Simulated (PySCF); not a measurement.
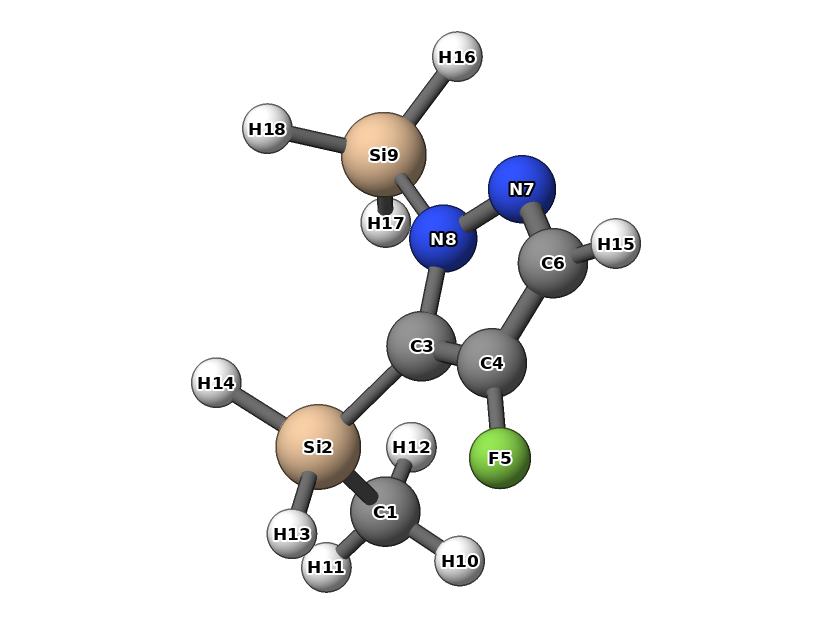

The thickness of each stick grows with its Mayer bond order. The computed structure is the end point of a GFN2-xTB optimisation. No frequency run is at hand to confirm it as a minimum. Method: PBE0/pcSseg-1 (PySCF 2.14.0).

Which bond between heavy atoms has the highest Mayer bond order?

C6–N7, 1.54, at a length of 1.314 Å.

List the Mayer bond orders of C1–Si2, Si2–C3, C3–C4, C3–N8, C4–F5, C4–C6, C6–N7, N7–N8, N8–Si9 (bonds between heavy atoms, one of each equivalent set).

```tsv
bond	Mayer order	length (Å)
C1–Si2	0.97	1.899
Si2–C3	0.85	1.875
C3–C4	1.40	1.380
C3–N8	1.03	1.362
C4–F5	0.95	1.343
C4–C6	1.32	1.401
C6–N7	1.54	1.314
N7–N8	1.19	1.342
N8–Si9	0.78	1.759
```

The geometry is semi-empirical. Around Si such bond lengths and angles can be off by a tenth of an ångström or more and by several degrees, and values that hang on the shape move with them.
